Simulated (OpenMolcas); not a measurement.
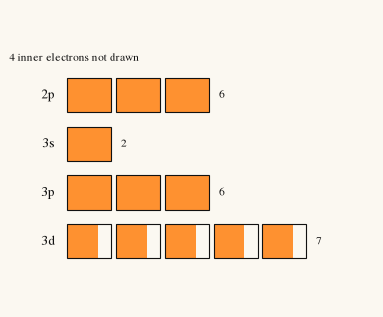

The outer shells of the leading configuration of the lowest level: a box for each of the 2l + 1 orbitals, shaded by the share of the shell that is filled, with the electron count at the right.

Run report: Ni³⁺ complex, multiconfigurational calculation (part 1 of 2)

System: Ni³⁺ with 6 ligands (Cl; octahedron, 2.451 Å), embedded in Cs2NaYCl6 by model potentials and point charges, whose field is part of the energies.
Method: state-averaged CASSCF, active space 7 electrons in the shell 3d, basis ANO-RCC-VTZP on the metal and ANO-RCC-VDZP on the ligands, DKH2 scalar Hamiltonian, spin-orbit coupling by RASSI with atomic mean-field integrals (OpenMolcas).

**Results in brief**

- outcome: converged
- energy of the lowest spin-free term: −4285.59237 hartree
- energy of the lowest spin-orbit level: −4285.59650 hartree
- largest spread among components of a term: 0.0 cm⁻¹
- hardware: 1 thread of AMD EPYC (Zen 5), 16 GiB of memory available, shared host
- wall time: 28 s

**Notes**

Without dynamic correlation the splittings between terms come out too large, often by 20 to 50 %. Caveats: small active space favours high spin, ground spin may be wrong; the geometry is set by hand, with no relaxation.

**Input**
```
&GATEWAY
Basis set
Ni.ANO-RCC-VTZP.
Ni1 0.0 0.0 0.0 Angstrom
End of basis
Basis set
Cl.ANO-RCC-VDZP.
L1 2.451000 0.000000 0.000000 Angstrom
L2 0.000000 2.451000 0.000000 Angstrom
L3 0.000000 0.000000 2.451000 Angstrom
End of basis
Basis set
Na.EMB-AIMP.Al-Abdalla.7s4p.1s1p.ECP.Cs2NaYCl6.
PseudoCharge
* 3 symmetry-unique lattice sites within 7.6 angstrom
End of basis
Basis set
Cs.EMB-AIMP.Al-Abdalla.0s.0s.ECP.Cs2NaYCl6.
PseudoCharge
* 4 symmetry-unique lattice sites within 7.6 angstrom
End of basis
Basis set
Cl.EMB-AIMP.Al-Abdalla.0s.0s.ECP.Cs2NaYCl6.
PseudoCharge
* 12 symmetry-unique lattice sites within 7.6 angstrom
End of basis
Basis set
Y.EMB-AIMP.Al-Abdalla.0s.0s.ECP.Cs2NaYCl6.
PseudoCharge
* 6 symmetry-unique lattice sites within 7.6 angstrom
End of basis
Symmetry
XYZ
AngMom=0.0 0.0 0.0
AMFI
RICD
XField
1564 Angstrom 0
* Evjen-weighted lattice charges
&SEWARD
&RASSCF
FileOrb=start.orb
Symmetry=1
Spin=4
nActEl=7 0 0
Inactive=30 33
Ras2=5 0
CIRoot=10 10 1
SDav=10
CIMx=300
Iter=150 100
PrWF=0.3
OrbListing=Nothing
MaxOrb=0
LevShft=1.0
>>> COPY $Project.JobIph JOB001
&RASSCF
FileOrb=start.orb
Symmetry=1
Spin=2
nActEl=7 0 0
Inactive=30 33
Ras2=5 0
CIRoot=40 40 1
SDav=40
CIMx=300
Iter=150 100
PrWF=0.3
OrbListing=Nothing
MaxOrb=0
LevShft=1.0
>>> COPY $Project.JobIph JOB002
&RASSI
NrOfJobIphs=2 10 40
1 2 3 4 5 6 7 8 9 10
1 2 3 4 5 6 7 8 9 10 11 12 13 14 15 16 17 18 19 20 21 22 23 24 25 26 27
28 29 30 31 32 33 34 35 36 37 38 39 40
IphNames
JOB001
JOB002
EJob
SpinOrbit
DIPRint=1.0
SOCoupling=1000.0
Subsets=2
Property=9
'ANGMOM' 1 'ANGMOM' 2 'ANGMOM' 3 'MLTPL  1' 1 'MLTPL  1' 2 'MLTPL  1' 3
'AMFI' 1 'AMFI' 2 'AMFI' 3
SOProperty=3
'ANGMOM' 1 'ANGMOM' 2 'ANGMOM' 3
```

The file start.orb holds starting orbitals from an earlier step. A driver script formed the levels outside the program, from RASSI's spin-orbit matrix and the active-space energies, averaged over the components of each term or state.

Run as:
```bash
OMP_NUM_THREADS=1 MOLCAS_MEM=2457 MOLCAS_PROJECT=a pymolcas a.inp > a.log  # once for each step of the input, in one work folder
```

**The program's output (extracts)**
```
--- SEWARD ---
Basis set label: NI.ANO-RCC...6S5P3D2F1G.

      Electronic valence basis set:
      ------------------
      Associated Effective Charge  28.000000 au
      Associated Actual Charge     28.000000 au
      Nuclear Model: Point charge

      Shell  nPrim  nBasis  Cartesian Spherical Contaminant
         s      21       6        X
         p      15       5        X
         d      10       3                 X
         f       6       2                 X
         g       4       1                 X
                  Relativistic Douglas-Kroll-Hess integrals:
                    - DKH order of Hamiltonian: 2
                    - DKH order of Properties : 0
                  Atomic mean-field integrals
--- RASSCF ---
Wave function specifications:
      -----------------------------

      Number of closed shell electrons         126
      Number of electrons in active shells       7
      Max number of holes in RAS1 space          0
      Max nr of electrons in RAS3 space          0
      Number of inactive orbitals               63
      Number of active orbitals                  5
      Number of secondary orbitals             123
      Spin quantum number                      1.5
      State symmetry                             1
Orbital specifications:
      -----------------------

      Symmetry species                           1   2
                                                ag  au
      Frozen orbitals                            0   0
      Inactive orbitals                         30  33
      Active orbitals                            5   0
      RAS1 orbitals                              0   0
      RAS2 orbitals                              5   0
      RAS3 orbitals                              0   0
      Secondary orbitals                        61  62
      Deleted orbitals                           0   0
      Number of basis functions                 96  95
      Number of CSFs                            10
      Number of root(s) required                10
      Iter CI   SX   CI       RASSCF       Energy    max ROT     max BLB   max BLB  Level Ln srch  Step   QN
          iter iter root      energy       change     param      element    value   shift minimum  type update
 Nr of preliminary CI iterations:   1
      Total energies have been shifted. Add                -4000.00 au
        1   1   12    0  -284.64340849    0.00E+00  -8.62E-02   33  39 1  5.72E-01*  2.01   0.00    SX    NO
        2   1   13    0  -285.25943846   -6.16E-01* -6.08E-02   11  34 2  1.96E-01*  1.57   0.00    SX    NO
        3   1   13    0  -285.44724827   -1.88E-01* -5.45E-02   11  34 2  1.25E-01*  1.45   0.00    SX    NO
        4   1   13    0  -285.50838894   -6.11E-02* -3.78E-02   11  34 2  7.35E-02*  1.34   0.00    SX    NO
        5   1   12    0  -285.53009599   -2.17E-02* -4.15E-02   11  34 2  4.37E-02*  1.29   2.36    LS   YES
        6   1   13    0  -285.54082376   -1.07E-02*  1.98E-02   35  41 1 -1.44E-02*  1.24   1.24    QN   YES
        7   1   12    0  -285.54440166   -3.58E-03*  1.75E-02   32  38 1 -9.79E-03*  1.22   1.96    LS   YES
        8   1   12    0  -285.54552255   -1.12E-03*  2.76E-03    9  34 2  7.72E-03*  1.21   1.08    QN   YES
        9   1   11    0  -285.54631290   -7.90E-04*  1.42E-03   13  35 2  3.92E-03*  1.22   1.52    LS   YES
       10   1   11    0  -285.54641856   -1.06E-04* -3.91E-03   35  41 1  3.86E-03*  1.23   1.02    QN   YES
        ...
       20   1    7    0  -285.54665353   -6.63E-08* -7.19E-05    3  46 2 -5.32E-05   1.22   2.18    LS   YES
       21   1    7    0  -285.54665356   -2.82E-08* -4.53E-05    4  54 2 -5.39E-05   1.22   1.02    QN   YES
       22   1    6    0  -285.54665357   -1.30E-08*  5.14E-05    4  54 2 -2.30E-05   1.22   2.09    QN   YES
       23   1    5    0  -285.54665358   -6.09E-09  -7.42E-06    6  75 2 -6.53E-06   1.22   1.11    QN   YES
      Convergence after 23 iterations
       24   1    5    0  -285.54665358   -4.25E-10  -7.42E-06    6  56 2  3.76E-06   1.22   1.11    QN   YES
      Natural orbitals and occupation numbers for root  1
      sym 1:   1.124806   1.875194   1.000000   1.875194   1.124806
      Natural orbitals and occupation numbers for root  2
      sym 1:   1.875163   1.875163   1.124837   1.124837   1.000000
      Natural orbitals and occupation numbers for root  3
      sym 1:   1.875195   1.000000   1.124805   1.875195   1.124805
::    RASSCF root number  1 Total energy:  -4285.59236559
::    RASSCF root number  2 Total energy:  -4285.59236559
::    RASSCF root number  3 Total energy:  -4285.59236559
::    RASSCF root number  4 Total energy:  -4285.56673143
::    RASSCF root number  5 Total energy:  -4285.56673143
::    RASSCF root number  6 Total energy:  -4285.56673143
::    RASSCF root number  7 Total energy:  -4285.53069241
::    RASSCF root number  8 Total energy:  -4285.48618410
::    RASSCF root number  9 Total energy:  -4285.48618410
::    RASSCF root number 10 Total energy:  -4285.48618410
--- RASSCF ---
Wave function specifications:
      -----------------------------

      Number of closed shell electrons         126
      Number of electrons in active shells       7
      Max number of holes in RAS1 space          0
      Max nr of electrons in RAS3 space          0
      Number of inactive orbitals               63
      Number of active orbitals                  5
      Number of secondary orbitals             123
      Spin quantum number                      0.5
      State symmetry                             1
Orbital specifications:
      -----------------------

      Symmetry species                           1   2
                                                ag  au
      Frozen orbitals                            0   0
      Inactive orbitals                         30  33
      Active orbitals                            5   0
      RAS1 orbitals                              0   0
      RAS2 orbitals                              5   0
      RAS3 orbitals                              0   0
      Secondary orbitals                        61  62
      Deleted orbitals                           0   0
      Number of basis functions                 96  95
      Number of CSFs                            40
      Number of root(s) required                40
      Iter CI   SX   CI       RASSCF       Energy    max ROT     max BLB   max BLB  Level Ln srch  Step   QN
          iter iter root      energy       change     param      element    value   shift minimum  type update
 Nr of preliminary CI iterations:   1
      Total energies have been shifted. Add                -4000.00 au
        1   1   10    0  -285.42088405    0.00E+00   1.72E-02   31  37 1 -1.76E-02*  1.24   0.00    SX    NO
        2   1   10    0  -285.42252884   -1.64E-03* -1.45E-02   23  33 1  9.85E-03*  1.24   0.00    SX    NO
        3   1   11    0  -285.42349687   -9.68E-04*  1.11E-02   23  33 1  7.55E-03*  1.23   0.00    SX    NO
        4   1   10    0  -285.42410621   -6.09E-04*  9.08E-03   23  33 1  6.19E-03*  1.22   0.00    SX    NO
        5   1   10    0  -285.42450036   -3.94E-04*  1.30E-02   23  33 1  4.93E-03*  1.22   2.50    LS   YES
        6   1   10    0  -285.42491826   -4.18E-04*  1.82E-02   22  36 1 -3.29E-03*  1.21   2.50    LS   YES
        7   1   10    0  -285.42521484   -2.97E-04*  6.97E-03   22  36 1 -3.64E-03*  1.20   1.38    QN   YES
        8   1   10    0  -285.42526790   -5.31E-05* -1.89E-03   22  36 1 -2.36E-03*  1.20   1.09    QN   YES
        9   1    9    0  -285.42528032   -1.24E-05* -1.08E-03   22  36 1 -1.56E-03*  1.20   1.59    QN   YES
       10   1    8    0  -285.42528708   -6.76E-06* -4.51E-04   22  36 1 -4.36E-04*  1.20   1.24    QN   YES
       11   1    8    0  -285.42528784   -7.58E-07*  1.42E-04   22  36 1 -1.46E-04*  1.20   1.31    QN   YES
       12   1    7    0  -285.42528801   -1.65E-07*  4.93E-05   27  36 2  7.24E-05   1.20   1.48    QN   YES
       13   1    7    0  -285.42528806   -5.16E-08* -4.18E-05   23  39 1 -3.19E-05   1.20   1.30    QN   YES
       14   1    6    0  -285.42528807   -8.95E-09   2.50E-05   32  35 2 -1.28E-05   1.20   1.44    QN   YES
      Convergence after 14 iterations
       15   1    6    0  -285.42528807   -2.37E-09   2.50E-05   24  36 2  6.33E-06   1.20   1.44    QN   YES
      Natural orbitals and occupation numbers for root  1
      sym 1:   1.947945   1.924602   0.143844   1.967592   1.016017
      Natural orbitals and occupation numbers for root  2
      sym 1:   1.945481   1.016017   0.143844   1.925834   1.968824
      Natural orbitals and occupation numbers for root  3
      sym 1:   1.836264   0.532603   1.641242   1.836225   1.153666
::    RASSCF root number  1 Total energy:  -4285.51555414
::    RASSCF root number  2 Total energy:  -4285.51555414
::    RASSCF root number  3 Total energy:  -4285.50695335
::    RASSCF root number  4 Total energy:  -4285.50695335
::    RASSCF root number  5 Total energy:  -4285.50695335
::    RASSCF root number  6 Total energy:  -4285.49965353
::    RASSCF root number  7 Total energy:  -4285.49965353
::    RASSCF root number  8 Total energy:  -4285.49965353
::    RASSCF root number  9 Total energy:  -4285.48163521
::    RASSCF root number 10 Total energy:  -4285.48163521
::    RASSCF root number 11 Total energy:  -4285.48163521
::    RASSCF root number 12 Total energy:  -4285.47430947
::    RASSCF root number 13 Total energy:  -4285.47129874
::    RASSCF root number 14 Total energy:  -4285.47129874
::    RASSCF root number 15 Total energy:  -4285.47129874
::    RASSCF root number 16 Total energy:  -4285.45583246
::    RASSCF root number 17 Total energy:  -4285.45583246
::    RASSCF root number 18 Total energy:  -4285.45583246
::    RASSCF root number 19 Total energy:  -4285.44360468
::    RASSCF root number 20 Total energy:  -4285.44360467
::    RASSCF root number 21 Total energy:  -4285.42918901
::    RASSCF root number 22 Total energy:  -4285.42918901
::    RASSCF root number 23 Total energy:  -4285.42918901
::    RASSCF root number 24 Total energy:  -4285.42680325
::    RASSCF root number 25 Total energy:  -4285.42680325
::    RASSCF root number 26 Total energy:  -4285.42680325
::    RASSCF root number 27 Total energy:  -4285.41929435
::    RASSCF root number 28 Total energy:  -4285.41929435
::    RASSCF root number 29 Total energy:  -4285.38677565
::    RASSCF root number 30 Total energy:  -4285.38677565
```

(Continued in part 2.)
